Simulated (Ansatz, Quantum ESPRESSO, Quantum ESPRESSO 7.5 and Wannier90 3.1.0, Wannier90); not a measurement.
# Ballistic channels from Wannier functions: zigzag Au chain, bond 2.60 Å, width 0.8 Å

Wanted: localised orbitals and the quantum conductance of this wire: zigzag Au chain, bond 2.60 Å, width 0.8 Å.

Main program and level: Quantum ESPRESSO 7.5 and Wannier90 3.1.0; plane-wave DFT, LDA, GBRV ultrasoft pseudopotentials (cross-check by Ansatz 0.2.0 with PAW datasets).

## 1. Starting point

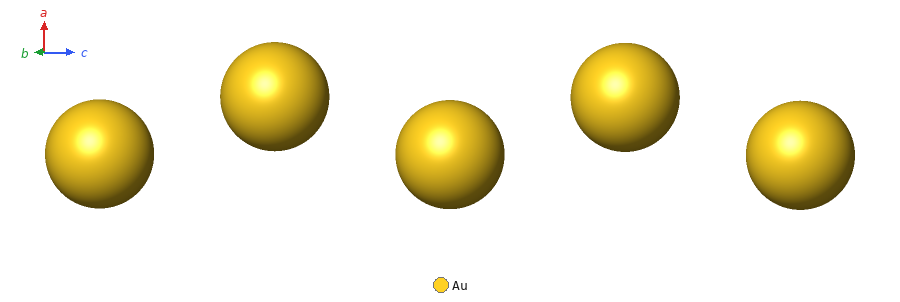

The cell as given, from the side, with the c axis across the page (gold yellow). 1×1×2 cells are drawn. Some periodic images of atoms are drawn too.

The cell holds 2 atoms: 2 Au. Its edges and angles: a = 9.000 Å, b = 8.000 Å, c = 4.948 Å, α = 90.0°, β = 90.0°, γ = 90.0°. Vacuum lies along a and b. The structure's axis is c.

## 2. SCF with pw.x

The input, scf.in:

```
&control
  prefix = 'scf'
  outdir = './out'
  pseudo_dir = './pseudo'
  calculation = 'scf'
  tprnfor = .true.
/
&system
  ibrav = 0
  nat = 2
  ntyp = 1
  ecutwfc = 34
  ecutrho = 170
  occupations = 'smearing'
  smearing = 'mv'
  degauss = 0.005
/
&electrons
  conv_thr = 1e-07
  mixing_beta = 0.4
  electron_maxstep = 120
  mixing_mode = 'local-TF'
/
ATOMIC_SPECIES
  Au  196.9666  au_lda_v1.uspp.F.UPF
CELL_PARAMETERS angstrom
  9.00000000000000 0.00000000000000 0.00000000000000
  0.00000000000000 8.00000000000000 0.00000000000000
  0.00000000000000 0.00000000000000 4.94772675074119
ATOMIC_POSITIONS crystal
  Au  -0.044444444400 0.000000000000 0.000000000000
  Au  0.044444444400 0.000000000000 0.500000000000
K_POINTS automatic
  1 1 16 0 0 0
```

Command:

```bash
$ OMP_NUM_THREADS=1 mpirun -n 2 pw.x -nk 1 -in scf.in > scf.out
```

Log:

```text
Program PWSCF v.7.5 starts
[citation notice left out]

     Parallel version (MPI & OpenMP), running on       2 processor cores
     Number of MPI processes:                 2
     Threads/MPI process:                     1

     MPI processes distributed on     1 nodes
[...]
Current dimensions of program PWSCF are:
     Max number of different atomic species (ntypx) = 10
     Max number of k-points (npk) =  40000
     Max angular momentum in pseudopotentials (lmaxx) =  4
     Message from routine setup:
     using ibrav=0 with symmetry is DISCOURAGED, use correct ibrav instead

     R & G space division:  proc/nbgrp/npool/nimage =       2
     Subspace diagonalization in iterative solution of the eigenvalue problem:
     a serial algorithm will be used

     Parallelization info
     --------------------
     sticks:   dense  smooth     PW     G-vecs:    dense   smooth      PW
     Min        1744    1393    390                44991    32172    4751
     Max        1745    1394    391                44992    32173    4752
     Sum        3489    2787    781                89983    64345    9503

     Using Slab Decomposition

     bravais-lattice index     =            0
     lattice parameter (alat)  =      17.0075  a.u.
     unit-cell volume          =    2404.0019 (a.u.)^3
     number of atoms/cell      =            2
     number of atomic types    =            1
     number of electrons       =        22.00
     number of Kohn-Sham states=           15
     kinetic-energy cutoff     =      34.0000  Ry
     charge density cutoff     =     170.0000  Ry
     scf convergence threshold =      1.0E-07
     mixing beta               =       0.4000
     number of iterations used =            8  local-TF  mixing
     Exchange-correlation= SLA  PZ   NOGX NOGC
                           (   1   1   0   0   0   0   0)

     celldm(1)=  17.007535  celldm(2)=   0.000000  celldm(3)=   0.000000
     celldm(4)=   0.000000  celldm(5)=   0.000000  celldm(6)=   0.000000

     crystal axes: (cart. coord. in units of alat)
               a(1) = (   1.000000   0.000000   0.000000 )
               a(2) = (   0.000000   0.888889   0.000000 )
               a(3) = (   0.000000   0.000000   0.549747 )

     reciprocal axes: (cart. coord. in units 2 pi/alat)
               b(1) = (  1.000000  0.000000  0.000000 )
               b(2) = (  0.000000  1.125000  0.000000 )
               b(3) = (  0.000000  0.000000  1.819017 )

     PseudoPot. # 1 for Au read from file:
     ./pseudo/au_lda_v1.uspp.F.UPF
     Pseudo is Ultrasoft + core correction, Zval = 11.0
     Generated by new atomic code, or converted to UPF format
     Using radial grid of  985 points,  7 beta functions with:
                l(1) =   0
                l(2) =   0
                l(3) =   1
                l(4) =   1
                l(5) =   2
                l(6) =   2
                l(7) =   3
     Q(r) pseudized with  6 coefficients,  rinner =    1.900   1.900   1.900
                                                       1.900   1.900   1.900
                                                       1.900

     atomic species   valence    mass     pseudopotential
     Au               11.00   196.96660     Au( 1.00)

      8 Sym. Ops., with inversion, found ( 4 have fractional translation)

   Cartesian axes

     site n.     atom                  positions (alat units)
         1        Au     tau(   1) = (  -0.0444444   0.0000000   0.0000000  )
         2        Au     tau(   2) = (   0.0444444   0.0000000   0.2748737  )

     number of k points=     9  Marzari-Vanderbilt smearing, width (Ry)=  0.0050
                       cart. coord. in units 2pi/alat
        k(    1) = (   0.0000000   0.0000000   0.0000000), wk =   0.1250000
        k(    2) = (   0.0000000   0.0000000   0.1136886), wk =   0.2500000
        k(    3) = (   0.0000000   0.0000000   0.2273771), wk =   0.2500000
        k(    4) = (   0.0000000   0.0000000   0.3410657), wk =   0.2500000
        k(    5) = (   0.0000000   0.0000000   0.4547543), wk =   0.2500000
        k(    6) = (   0.0000000   0.0000000   0.5684429), wk =   0.2500000
        k(    7) = (   0.0000000   0.0000000   0.6821314), wk =   0.2500000
        k(    8) = (   0.0000000   0.0000000   0.7958200), wk =   0.2500000
        k(    9) = (   0.0000000   0.0000000  -0.9095086), wk =   0.1250000

     Dense  grid:    89983 G-vectors     FFT dimensions: (  72,  64,  40)

     Smooth grid:    64345 G-vectors     FFT dimensions: (  64,  60,  36)

     Estimated max dynamical RAM per process >     283.93 MB

     Estimated total dynamical RAM >     567.87 MB

     Check: negative core charge=   -0.000001

     Initial potential from superposition of free atoms

     starting charge      21.9998, renormalised to      22.0000

     negative rho (up, down):  4.324E-05 0.000E+00
     Starting wfcs are   18 randomized atomic wfcs

     total cpu time spent up to now is        0.9 secs

     per-process dynamical memory:    40.7 Mb

     Self-consistent Calculation

     iteration #  1     ecut=    34.00 Ry     beta= 0.40
     Davidson diagonalization with overlap
     ethr =  1.00E-02,  avg # of iterations =  3.0

     Threshold (ethr) on eigenvalues was too large:
     Diagonalizing with lowered threshold

     Davidson diagonalization with overlap
     ethr =  5.07E-04,  avg # of iterations =  1.9

     negative rho (up, down):  1.149E-03 0.000E+00

     total cpu time spent up to now is        3.4 secs

     total energy              =    -229.52393092 Ry
     estimated scf accuracy    <       0.11578651 Ry

     iteration #  2     ecut=    34.00 Ry     beta= 0.40
[...]
negative rho (up, down):  4.283E-03 0.000E+00

[...]
total energy              =    -229.51628172 Ry
     estimated scf accuracy    <       0.03008351 Ry

     iteration #  3     ecut=    34.00 Ry     beta= 0.40
[...]
negative rho (up, down):  2.247E-03 0.000E+00

[...]
total energy              =    -229.52234911 Ry
     estimated scf accuracy    <       0.00127054 Ry

     iteration #  4     ecut=    34.00 Ry     beta= 0.40
[...]
negative rho (up, down):  1.523E-03 0.000E+00

[...]
total energy              =    -229.52251505 Ry
     estimated scf accuracy    <       0.00055951 Ry

     iteration #  5     ecut=    34.00 Ry     beta= 0.40
[...]
negative rho (up, down):  1.193E-03 0.000E+00

[...]
total energy              =    -229.52257049 Ry
     estimated scf accuracy    <       0.00006051 Ry

     iteration #  6     ecut=    34.00 Ry     beta= 0.40
[...]
negative rho (up, down):  3.907E-04 0.000E+00

[...]
total energy              =    -229.52258203 Ry
     estimated scf accuracy    <       0.00003176 Ry

     iteration #  7     ecut=    34.00 Ry     beta= 0.40
[...]
negative rho (up, down):  2.654E-04 0.000E+00

[...]
total energy              =    -229.52258188 Ry
     estimated scf accuracy    <       0.00001883 Ry

     iteration #  8     ecut=    34.00 Ry     beta= 0.40
[...]
negative rho (up, down):  1.890E-04 0.000E+00

[...]
total energy              =    -229.52258508 Ry
     estimated scf accuracy    <       0.00000221 Ry

     iteration #  9     ecut=    34.00 Ry     beta= 0.40
[...]
negative rho (up, down):  1.637E-04 0.000E+00

[...]
total energy              =    -229.52258464 Ry
     estimated scf accuracy    <       0.00000238 Ry

     iteration # 10     ecut=    34.00 Ry     beta= 0.40
[...]
negative rho (up, down):  1.624E-04 0.000E+00

[...]
total energy              =    -229.52258495 Ry
     estimated scf accuracy    <       0.00000024 Ry

     iteration # 11     ecut=    34.00 Ry     beta= 0.40
[...]
negative rho (up, down):  1.574E-04 0.000E+00

[...]
End of self-consistent calculation

          k = 0.0000 0.0000 0.0000 (  8059 PWs)   bands (ev):

    -9.0783  -7.3610  -6.8360  -6.2972  -6.1913  -6.0255  -6.0214  -5.8062
    -5.7611  -5.3117  -4.9659  -1.4720  -0.4493   0.6681   1.3811

          k = 0.0000 0.0000 0.1137 (  8055 PWs)   bands (ev):

    -9.0609  -7.3485  -6.8162  -6.4888  -6.0324  -6.0177  -6.0107  -5.8218
    -5.7458  -5.3042  -4.9848  -1.4753  -0.4069   0.3567   1.4029

          k = 0.0000 0.0000 0.2274 (  8037 PWs)   bands (ev):

    -9.0094  -7.3113  -6.7563  -6.7413  -5.9944  -5.9784  -5.8811  -5.8686
    -5.7014  -5.2788  -5.0381  -1.5388  -0.2830  -0.1707   1.4681

          k = 0.0000 0.0000 0.3411 (  8015 PWs)   bands (ev):

    -8.9268  -7.2499  -7.0013  -6.6556  -5.9564  -5.9461  -5.9219  -5.7926
    -5.6319  -5.2336  -5.1165  -1.8381  -0.4558  -0.0856   1.5754

          k = 0.0000 0.0000 0.4548 (  8033 PWs)   bands (ev):

    -8.8167  -7.2589  -7.1655  -6.5176  -6.0523  -5.9049  -5.8336  -5.7644
    -5.5438  -5.2094  -5.1803  -2.3969  -0.3997   0.1748   1.7199

          k = 0.0000 0.0000 0.5684 (  8027 PWs)   bands (ev):

    -8.6833  -7.5078  -7.0599  -6.3565  -6.1827  -5.8414  -5.7792  -5.6958
    -5.4449  -5.3081  -5.1395  -3.0338  -0.1610   0.4881   1.8767

[...]
the Fermi energy is    -4.7205 ev

!    total energy              =    -229.52258500 Ry
     estimated scf accuracy    <       0.00000003 Ry
     smearing contrib. (-TS)   =      -0.00020490 Ry
     internal energy E=F+TS    =    -229.52238011 Ry

     The total energy is F=E-TS. E is the sum of the following terms:
     one-electron contribution =    -189.22169642 Ry
     hartree contribution      =     107.76805109 Ry
     xc contribution           =    -123.77381144 Ry
     ewald contribution        =     -24.29492334 Ry

     convergence has been achieved in  11 iterations

     negative rho (up, down):  1.574E-04 0.000E+00

     Forces acting on atoms (cartesian axes, Ry/au):

     atom    1 type  1   force =     0.00510912    0.00000000    0.00000000
     atom    2 type  1   force =    -0.00510912    0.00000000    0.00000000

     Total force =     0.007225     Total SCF correction =     0.000067

[...]
=------------------------------------------------------------------------------=
   JOB DONE.
=------------------------------------------------------------------------------=
```

Run time: 20 s. Hardware: 2 MPI ranks of Arm Neoverse V1, shared host; peak memory 0.64 GiB.

Numbers from this step:

- free energy: -3122.8139 eV
- Fermi energy: -4.721 eV

The program's own clock; routines nest. Time by routine:

```
  routine  wall time (s)  calls
    PWSCF          19.75      1
electrons          18.41      1
  c_bands           7.89     12
  cegterg           7.26    108
    h_psi           5.99    397
     fftw           5.56  10266
 sum_band           5.24     12
 vloc_psi           5.13    397
     newd            3.7     12
  mix_rho           1.81     12
     ffts              1   1254
 init_run           0.78      1
   calbec           0.61    541
   forces           0.43      1
```

The run needed 11 iterations to bring the estimated error under 1e-07 Ry; the largest force on any atom, held or free, is 0.13 eV/Å.

## 3. Full uniform mesh without symmetry

Wannier90 needs the states on a whole uniform mesh, listed point by point, without symmetry.

nscf.in, as its differences from the input of step 2:

```diff
@@ -1,7 +1,6 @@
 &control
-  prefix = 'scf'
+  prefix = 'nscf'
   outdir = './out'
   pseudo_dir = './pseudo'
-  calculation = 'scf'
-  tprnfor = .true.
+  calculation = 'nscf'
 /
@@ -16,5 +15,8 @@
   degauss = 0.005
+  nosym = .true.
+  noinv = .true.
+  nbnd = 29
 /
 &electrons
-  conv_thr = 1e-07
+  conv_thr = 1e-09
   mixing_beta = 0.4
@@ -22,2 +24,3 @@
   mixing_mode = 'local-TF'
+  diago_full_acc = .true.
 /
@@ -32,3 +35,11 @@
   Au  0.044444444400 0.000000000000 0.500000000000
-K_POINTS automatic
-  1 1 16 0 0 0
+K_POINTS crystal
+8
+  0.0000000000 0.0000000000 0.0000000000 0.125
+  0.0000000000 0.0000000000 0.1250000000 0.125
+  0.0000000000 0.0000000000 0.2500000000 0.125
+  0.0000000000 0.0000000000 0.3750000000 0.125
+  0.0000000000 0.0000000000 0.5000000000 0.125
+  0.0000000000 0.0000000000 0.6250000000 0.125
+  0.0000000000 0.0000000000 0.7500000000 0.125
+  0.0000000000 0.0000000000 0.8750000000 0.125
```

Command:

```bash
$ cp -r out/scf.save out/nscf.save
$ cp out/scf.xml out/nscf.xml
$ OMP_NUM_THREADS=1 mpirun -n 2 pw.x -nk 1 -in nscf.in > nscf.out
```

Log:

```text
[banner, memory and clock lines left out]
Program PWSCF v.7.5 starts
[citation notice left out]

[...]
bravais-lattice index     =            0
     lattice parameter (alat)  =      17.0075  a.u.
     unit-cell volume          =    2404.0019 (a.u.)^3
     number of atoms/cell      =            2
     number of atomic types    =            1
     number of electrons       =        22.00
     number of Kohn-Sham states=           29
     kinetic-energy cutoff     =      34.0000  Ry
     charge density cutoff     =     170.0000  Ry
     Exchange-correlation= SLA  PZ   NOGX NOGC
                           (   1   1   0   0   0   0   0)

[...]
PseudoPot. # 1 for Au read from file:
     ./pseudo/au_lda_v1.uspp.F.UPF
     Pseudo is Ultrasoft + core correction, Zval = 11.0
     Generated by new atomic code, or converted to UPF format
     Using radial grid of  985 points,  7 beta functions with:
                l(1) =   0
                l(2) =   0
                l(3) =   1
                l(4) =   1
                l(5) =   2
                l(6) =   2
                l(7) =   3
     Q(r) pseudized with  6 coefficients,  rinner =    1.900   1.900   1.900
                                                       1.900   1.900   1.900
                                                       1.900

     atomic species   valence    mass     pseudopotential
     Au               11.00   196.96660     Au( 1.00)

     No symmetry found

[...]
number of k points=     8  Marzari-Vanderbilt smearing, width (Ry)=  0.0050
[...]
Dense  grid:    89983 G-vectors     FFT dimensions: (  72,  64,  40)

     Smooth grid:    64345 G-vectors     FFT dimensions: (  64,  60,  36)

     Check: negative core charge=   -0.000001

     The potential is recalculated from file :
     ./out/nscf.save/charge-density

     negative rho (up, down):  1.574E-04 0.000E+00
     Starting wfcs are   18 randomized atomic wfcs +   11 random wfcs

     Band Structure Calculation
     Davidson diagonalization with overlap
     c_bands:  1 eigenvalues not converged

     ethr =  4.55E-12,  avg # of iterations = 67.9

     End of band structure calculation

          k = 0.0000 0.0000 0.0000 (  8059 PWs)   bands (ev):

    -9.0773  -7.3598  -6.8348  -6.2958  -6.1901  -6.0242  -6.0201  -5.8049
    -5.7603  -5.3104  -4.9644  -1.4718  -0.4491   0.6685   1.3810   2.5242
     2.6092   3.7719   4.0674   4.2173   4.2882   5.1941   5.7717   6.4764
     6.9942   7.2996   7.4901   7.5263   7.6192

          k = 0.0000 0.0000 0.2274 (  8037 PWs)   bands (ev):

    -9.0084  -7.3100  -6.7551  -6.7400  -5.9931  -5.9772  -5.8797  -5.8672
    -5.7006  -5.2775  -5.0366  -1.5384  -0.2828  -0.1703   1.4681   2.5991
     3.6033   3.7625   4.2229   4.3159   4.3788   4.7361   5.2294   6.0795
     6.5806   6.8618   7.1367   7.6039   8.1187

[...]
the Fermi energy is    -4.7196 ev
     (compare with:    -4.7205 eV, computed in scf)

[...]
```

It took 20 s on 2 MPI ranks; peak memory 0.28 GiB; 39 s of CPU time.

This step gave:

| Item | Value |
| --- | --- |
| Fermi energy | -4.720 eV |

The program's own clock; routines nest. Time by routine:

```
     routine  wall time (s)  calls
       PWSCF          19.07      1
   electrons          18.47      1
     c_bands          18.47      1
     cegterg          18.02     30
       h_psi          12.07    581
    vloc_psi          10.46    581
        fftw           9.58  17028
h_psi:calbec           0.79    581
      calbec           0.79    581
  add_vuspsi           0.78    581
       s_psi           0.75    581
     cdiaghg           0.53    551
    init_run           0.46      1
        newd           0.31      1
```

[end of part 1 of 5]

[Logs are printed without paths, hosts, clocks, repeated set-up lines and the standing remarks that a program may print on its own settings, such as how far it seeks lower states.]

[Hosts, paths, dates, database ids (printed as entryN), source tags and the programs' standing remarks are cut or masked in the printed files.]

[Maps of the electrostatic potential energy from Ansatz leave out the sawtooth potential of an applied field or a dipole correction, so their vacuum need not be flat; planar profiles and work functions include it.]
